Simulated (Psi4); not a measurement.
# CH4 (methane) at SVWN5/def2-TZVPP

What is the energy change on altering one bond length of CH4 (methane) at SVWN5/def2-TZVPP? 

Program for the calculation: Psi4 1.11.

1 further run of the same task is left out (set aside as unsound or not needed).

## Step 1: The system as given

CH4 has 5 atoms, charge 0, and is taken as a singlet. SMILES: `C`. The coordinates come from a PBE0-D4/def2-TZVP relaxation.

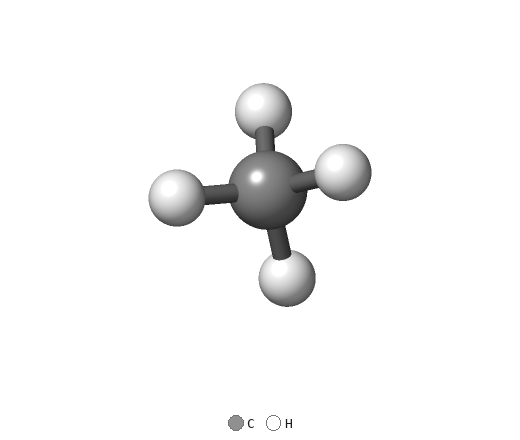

The structure, seen from a chosen angle (carbon grey, hydrogen white).

## Step 2: The energy at SVWN5/def2-TZVPP

ch4.xyz reads:

```xyz
5
CH4
C      0.000000     0.000000     0.000000
H      0.159000    -0.243200     1.050200
H     -1.006700     0.395200    -0.132900
H      0.119700    -0.899500    -0.603300
H      0.728100     0.747400    -0.313900
```

ch4.py reads:

```python
import psi4

psi4.set_memory('1600 MB')
psi4.set_num_threads(1)
psi4.set_output_file('output.dat', False)

with open('ch4.xyz') as f:
    atoms = ''.join(f.readlines()[2:])
mol = psi4.geometry('0 1\n' + atoms + 'symmetry c1\nno_reorient\nno_com')

options = {'basis': 'def2-TZVPP', 'puream': True, 'e_convergence': 1e-09, 'd_convergence': 1e-08, 'scf_type': 'pk', 'dft_radial_points': 99, 'dft_spherical_points': 590}
psi4.set_options(options)

e, wfn = psi4.energy("scf", dft_functional={"name": "SVWN5", "x_functionals": {"LDA_X": {}}, "c_functionals": {"LDA_C_VWN": {}}}, return_wfn=True)
psi4.oeprop(wfn, "MULLIKEN_CHARGES", "LOWDIN_CHARGES", "WIBERG_LOWDIN_INDICES", title="SCF")
print('E =', round(e, 9))
```

Started as:

```sh
$ python ch4.py
```

output.dat:

```text
[...]
  Running in c1 symmetry.
[...]
  Nuclear repulsion =   13.439764271567618
[...]
  Multiplicity = 1
[...]
  Nalpha       = 5
  Nbeta        = 5
[...]
    Number of basis functions: 87
[...]
   @RKS iter   1:   -39.74477509670577   -7.36048e-02   1.01842e-02 DIIS/ADIIS
[...]
   @RKS iter   8:   -40.11777723852196   -2.99849e-12   6.94001e-09 DIIS
[...]
    Orbital Energies [Eh]
    ---------------------
    Doubly Occupied:
       1A     -9.758860     2A     -0.622867     3A     -0.347624
       4A     -0.347608     5A     -0.347598
[...]
  @RKS Final Energy:   -40.11777723852196
   => Energetics <=
    Nuclear Repulsion Energy =             13.4397642715676184
    One-Electron Energy =                 -79.8429311439664389
    Two-Electron Energy =                  32.7375708057522630
    DFT Exchange-Correlation Energy =      -6.4521811718753970
    Empirical Dispersion Energy =           0.0000000000000000
    VV10 Nonlocal Energy =                  0.0000000000000000
    Total Energy =                        -40.1177772385219598
[...]
 Multipole Moments:
 ------------------------------------------------------------------------------------
     Multipole            Electronic (a.u.)      Nuclear  (a.u.)        Total (a.u.)
 ------------------------------------------------------------------------------------
 L = 1.  Multiply by 2.5417464519 to convert [e a0] to [Debye]
 Dipole X            :         -0.0001735            0.0001890            0.0000154
 Dipole Y            :          0.0001904           -0.0001890            0.0000014
 Dipole Z            :         -0.0001726            0.0001890            0.0000163
 Magnitude           :                                                    0.0000225
[...]
  Mulliken Charges: (a.u.)
   Center  Symbol    Alpha    Beta     Spin     Total
       1     C     3.28064  3.28064  0.00000 -0.56128
       2     H     0.42984  0.42984  0.00000  0.14032
       3     H     0.42984  0.42984  0.00000  0.14033
       4     H     0.42985  0.42985  0.00000  0.14030
       5     H     0.42983  0.42983  0.00000  0.14033
   Total alpha =  5.00000, Total beta =  5.00000, Total charge =  0.00000
  Lowdin Charges: (a.u.)
   Center  Symbol    Alpha    Beta     Spin     Total
       1     C     3.02203  3.02203  0.00000 -0.04406
[...]
```

The script printed:

```text
E = -40.117777239
```

Wall time 15 s (1 thread of Intel Xeon at 2.50GHz (Skylake/Cascade Lake), shared host); peak memory 0.5 GiB.

## Step 3: The distorted shape: energy and forces at SVWN5/def2-TZVPP

ch4.xyz reads:

```xyz
5
CH4
C     -0.059848     0.449735     0.301640
H      0.099152     0.206535     1.351840
H     -1.066548     0.844935     0.168740
H      0.119700    -0.899500    -0.603300
H      0.668252     1.197135    -0.012260
```

ch4.py reads:

```python
import psi4

psi4.set_memory(1600000000)
psi4.set_num_threads(1)
psi4.set_output_file('psi4.out', False)

with open('ch4.xyz') as f:
    atoms = ''.join(f.readlines()[2:])
m = psi4.geometry('0 1\n' + atoms + 'symmetry c1')

options = {'basis': 'def2-TZVPP', 'reference': 'rks', 'puream': True, 'e_convergence': 1e-09, 'd_convergence': 1e-08, 'scf_type': 'pk', 'dft_radial_points': 99, 'dft_spherical_points': 590}
psi4.set_options(options)

e_tot, wfn = psi4.gradient('scf', dft_functional={"name": "SVWN5", "x_functionals": {"LDA_X": {}}, "c_functionals": {"LDA_C_VWN": {}}}, molecule=m, return_wfn=True)
psi4.oeprop(wfn, 'QUADRUPOLE', 'MULLIKEN_CHARGES', 'LOWDIN_CHARGES')
print('gradient / Eh bohr^-1')
print(e_tot.np.round(6))
print(f'energy = {wfn.energy():.10f} Eh')
```

Started as:

```sh
$ python ch4.py
```

psi4.out, cut to the lines that bear on the results:

```text
[...]
  Running in c1 symmetry.
[...]
  Nuclear repulsion =   12.283066563705081
[...]
  Multiplicity = 1
[...]
  Nalpha       = 5
  Nbeta        = 5
[...]
    Number of basis functions: 87
[...]
   @RKS iter   1:   -39.60379843802266   -4.17912e-02   1.04908e-02 DIIS/ADIIS
[...]
   @RKS iter  10:   -40.04553964204361   -1.69322e-11   8.62020e-10 DIIS
[...]
  @RKS Final Energy:   -40.04553964204361
   => Energetics <=
    Nuclear Repulsion Energy =             12.2830665637050807
    One-Electron Energy =                 -77.5026114322691626
    Two-Electron Energy =                  31.4950787441412814
    DFT Exchange-Correlation Energy =      -6.3210735176208113
    Empirical Dispersion Energy =           0.0000000000000000
    VV10 Nonlocal Energy =                  0.0000000000000000
    Total Energy =                        -40.0455396420436145
[...]
  -Total Gradient:
     Atom            X                  Y                   Z
    ------   -----------------  -----------------  -----------------
       1       -0.007693502335     0.057786153341     0.038724966531
       2       -0.001974549408     0.008886536929    -0.001668657619
       3        0.005359490351     0.004860475289     0.005773271172
       4        0.009870871559    -0.074170328920    -0.049747333536
       5       -0.005562274678     0.002637144810     0.006917718315
[...]
 Multipole Moments:
 ------------------------------------------------------------------------------------
     Multipole            Electronic (a.u.)      Nuclear  (a.u.)        Total (a.u.)
 ------------------------------------------------------------------------------------
 L = 1.  Multiply by 2.5417464519 to convert [e a0] to [Debye]
 Dipole X            :         -0.0590383            0.0420673           -0.0169710
 Dipole Y            :          0.4433312           -0.3156624            0.1276687
 Dipole Z            :          0.2972436           -0.2115995            0.0856441
 Magnitude           :                                                    0.1546681
 L = 2.  Multiply by 1.3450342976 to convert [e a0^2] to [Debye ang]
 Quadrupole XX       :        -12.4064923            5.7165005           -6.6899918
 Quadrupole XY       :          0.4487170           -0.4723173           -0.0236003
[...]
  Mulliken Charges: (a.u.)
   Center  Symbol    Alpha    Beta     Spin     Total
[...]
```

The script printed:

```text
gradient / Eh bohr^-1
[[-0.007694  0.057786  0.038725]
 [-0.001975  0.008887 -0.001669]
 [ 0.005359  0.00486   0.005773]
 [ 0.009871 -0.07417  -0.049747]
 [-0.005562  0.002637  0.006918]]
energy = -40.0455396420 Eh
```

Wall time 26 s (1 thread of Intel Xeon at 2.50GHz (Skylake/Cascade Lake), shared host); peak memory 0.51 GiB.

## Step 4: What came out

Level: SVWN5/def2-TZVPP.

| quantity | value |
| --- | --- |
| first shape: total energy | -40.11778 Eh |
| first shape: dipole moment | 0.00 D |
| first shape: HOMO energy | -9.46 eV |
| first shape: LUMO energy | 0.90 eV |
| first shape: HOMO–LUMO gap | 10.36 eV |
| distorted shape: total energy | -40.04554 Eh |
| distorted shape: dipole moment | 0.39 D |
| distorted shape: HOMO energy | -7.89 eV |
| distorted shape: LUMO energy | -1.27 eV |
| distorted shape: HOMO–LUMO gap | 6.61 eV |
| distorted shape: largest force on an atom | 4.620 eV/Å |
| energy change with the C1–H4 bond stretched from 1.090 to 1.634 Å | 1.966 eV |

With the C1–H4 bond stretched from 1.090 to 1.634 Å the energy rises by 1.97 eV (45 kcal/mol). The first shape isn't relaxed at this level, so the change isn't measured from a minimum. Mulliken charges (first shape) run from -0.56 on C1 to +0.14 on H3; they depend strongly on the basis.
